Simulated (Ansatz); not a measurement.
# MnSe (F-43m): relaxing the cell for a phonon run, part 2 of 2

Aim: bring MnSe (F-43m) to small forces and stress, as phonons need.

Ansatz 0.2.0; DFT PBEsol, scalar-relativistic, plane waves, PAW; PAW set soft_1.

So far. Step 5 (The orders compared): The start carried on is the antiferromagnetic, q = (0.5, 0.5, 0) one. Step 6 (Probe on a coarse mesh): The coarse mesh shows a gap of 1.29 eV and a pressure of -3.2 GPa. The relaxed cell has a = 4.066, c = 5.561 Å (conventional setting).

The database entry behind the starting cell is an old determination (1938), so it need not match the best structure at ambient conditions.

### Step 8. Relaxing to small forces for the phonons

Phonons need a cell at rest on their own settings, so the relaxation is repeated with tight tolerances on forces and stress on the k mesh and occupations of the first response run.

The input, input.yaml:

```yaml
crystal:
  lattice:
    - [2.8753536029, -2.8753536029, 0.0]
    - [-2.8753536029, -2.8753536029, 0.0]
    - [0.0, 0.0, -5.5614352747]
  atoms:
    - { symbol: Mn, position: [0.5, 0.5, 0.5], spin: -4.27 }
    - { symbol: Mn, position: [0.0, 0.0, 0.0], spin: 4.27 }
    - { symbol: Se, position: [0.5, 0.0, 0.25] }
    - { symbol: Se, position: [0.0, 0.5, 0.75] }
kpoints:
  mp_grid: { grid: [8, 8, 6] }
hamiltonian:
  xc: pbesol
  pseudopotentials: { kind: paw, azcp: { folder: soft_1 }, xc_functional: pbe }
scf:
  occupations: { method: gaussian, width: 0.02 }
output:
  forces: true
  stress: true
  eigenvalues: true
  populations: true
  write_density: true
  write_potential: true
  elf: true
  volumetric_format: npy
magnetization:
  spin_polarized: true
relax:
  adjacent_minimum: "off"
  f_tol: 0.001
  max_steps: 60
  cell: { stress_tol: 0.01 }
```

Command:

```sh
$ ansatz run input.yaml --threads 4 --pin off --max-ram 10240MiB --backend cpu --events-out ev --progress --plain --runs-dir out
```

Numbers of over 12 decimals in the logs are rounded to 6 here.

Output:

```text
[...]
Crystal: 4 atoms, lattice volume = 91.960 Å³
Basis set: ecut = 420 eV, 1819 PW (Γ), exchange–correlation on 60×60×80 points (8 copies of the dense FFT grid, shifted against one another)
Bands: 43, of which v1, the nominal top of the filled ones, is band 31 counted from 1 (30 counted from 0)
Symmetry: 8 space group operations
[...]
- { symbol: Mn, position: [0.0, 0.0, 0.0] }
    - { symbol: Se, position: [0.5, 0, 0.250000] }
    - { symbol: Se, position: [0.0, 0.5, 0.75] }
--- Löwdin populations: 4 sites ---
  site symbol       q [e]    m [muB]
     0     Mn     14.0916    -4.2670
     1     Mn     14.0916     4.2670
     2     Se     16.7439     0.0000
     3     Se     16.7439     0.0000
  spilling = 0.005307 (of n_electrons = 62.000000)
[key lines of the parts left out:]
SCF converged after 7 iterations
Magnetization: 0.0000 μB (31.0000 up, 31.0000 down)
Free energy (F): -18587.125807 eV
Fermi energy:    8.564995 eV
P = ⅓ Tr σ = 0.0015 GPa (0.015 kbar)
```

Run time: 34 s. Hardware: 4 threads of Arm Neoverse V1, shared host; peak memory 0.61 GiB.

The steps of the relaxation:

```
step  energy less that of the first step (eV)  largest force component (eV/Å)  pressure (GPa)  volume (Å³)
   1                                   0.0000                          0.0000           -0.01        91.96
   2                                   0.0000                          0.0000            0.00        91.95
   3                                  -0.0001                          0.0000            0.00        91.92
  4*                                   0.0000                          0.0000            0.00        91.92
```

Relaxation steps marked * repeat the geometry before them on a plane-wave basis chosen anew for their cell, so energy and pressure can jump there.

Forces are held to the 8 operations that the run works with; a distortion that breaks them can't arise in this run.

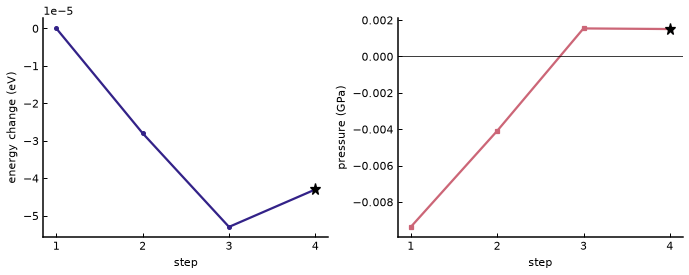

Energy and pressure along the relaxation. Stars mark steps on a basis chosen anew.

| conventional cell, symmetrised | before | after | change |
| --- | --- | --- | --- |
| a (Å) | 4.066 | 4.070 | +0.1 % |
| b (Å) | 4.066 | 4.070 | +0.1 % |
| c (Å) | 5.561 | 5.549 | -0.2 % |
| volume (Å³/atom) | 22.99 | 22.98 | -0.0 % |

Final coordinates:

```
Mn Se
1.0
     2.87810   -2.87810    0.00000
    -2.87810   -2.87810    0.00000
     0.00000    0.00000   -5.54867
Mn Se
2 2
Cartesian
  0.0000 -2.8781 -2.7743
  0.0000 0.0000 0.0000
  1.4390 -1.4390 -1.3872
  -1.4390 -1.4390 -4.1615
```

This step gave:

```
absolute magnetization : 8.749 μB
site moments           : -3.881, 3.881, 4.07e-16, -4.24e-16 μB
pressure               : 0.001506 GPa
gap on the k-mesh      : 1.025 eV
volume per atom        : 22.98 Å³
gap by spin            : 1.025, 1.025 eV
direct gap on mesh     : 1.477 eV
```

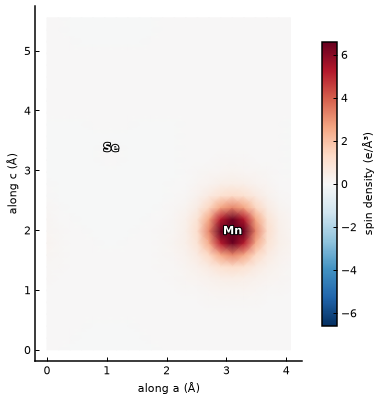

Spin density in the ac plane at fractional y = 0.000, with atoms of Mn and Se within 0.2 Å of it. The map starts off the cell's origin, so that atoms lie inside it.

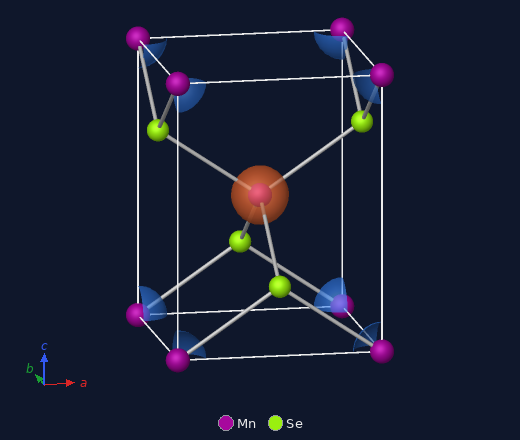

Surfaces of spin density = ±1.3 e/Å³, which hold about 50 % of the integral of its size. The two colours are the two signs.

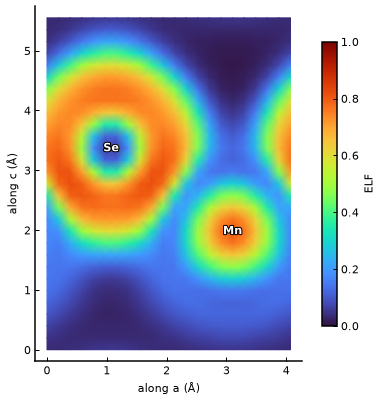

ELF in the ac plane at fractional y = 0.000, with atoms of Mn and Se within 0.2 Å of it. It is the smooth field of the valence electrons, not physical close to the nuclei. The map starts off the cell's origin, so that atoms lie inside it.

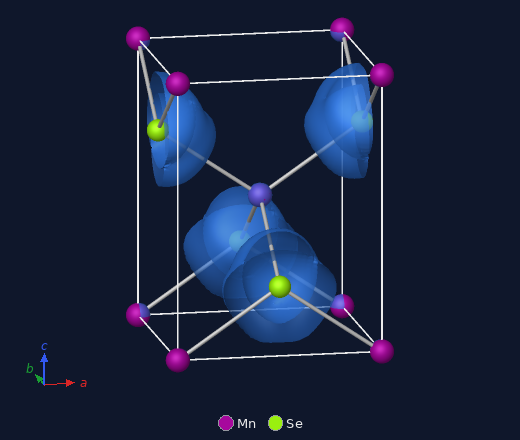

Surface of ELF = 0.74.

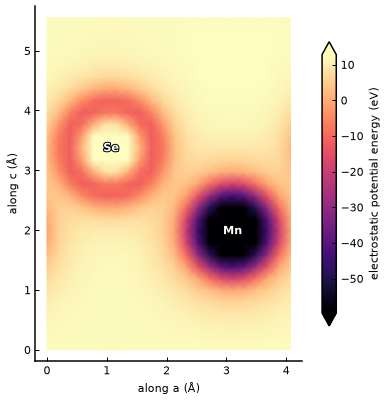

Electrostatic potential energy in the ac plane at fractional y = 0.000, with atoms of Mn and Se within 0.2 Å of it. With pseudopotentials it is smooth inside the atoms' cores, unlike the true potential. The map starts off the cell's origin, so that atoms lie inside it.

The forces vanish by symmetry and the pressure is 0.002 GPa, within the tolerances set. The cell now holds 22.98 Å³/atom. Within 0.01 Å the structure now has space group I-4m2, not the F-43m of the start.

### Step 9. What came out

* space group after relaxation (within 0.01 Å): I-4m2
* lattice constant a: 4.070 Å
* lattice constant b: 4.070 Å
* lattice constant c: 5.549 Å
* volume per atom: 23.0 Å³
* gap on the k-mesh: 1.02 eV

The forces vanish by symmetry and the pressure is 0.002 GPa, within the tolerances set. The cell now holds 22.98 Å³/atom. Within 0.01 Å the structure now has space group I-4m2, not the F-43m of the start. The relaxation keeps the symmetry of its start, so it says nothing on stability against lower symmetry. The magnetic order is imposed (antiferromagnetic, q = (0.5, 0.5, 0), in the reciprocal basis of the primitive cell) and the runs use its cell of 4 atoms, a multiple of the chemical cell, so that Γ here also holds zone-boundary modes of the chemical cell; it can lower the symmetry of the database entry. The magnetic state is the one that the run reached from its starting moments; a lower one was not ruled out. The PAW files were made for PBE and serve the other functionals too.

[Logs are printed without paths, hosts, clocks, repeated set-up lines and the standing remarks that a program may print on its own settings, such as how far it seeks lower states.]

[Hosts, paths, dates, database ids (printed as entryN), source tags and the programs' standing remarks are cut or masked in the printed files.]
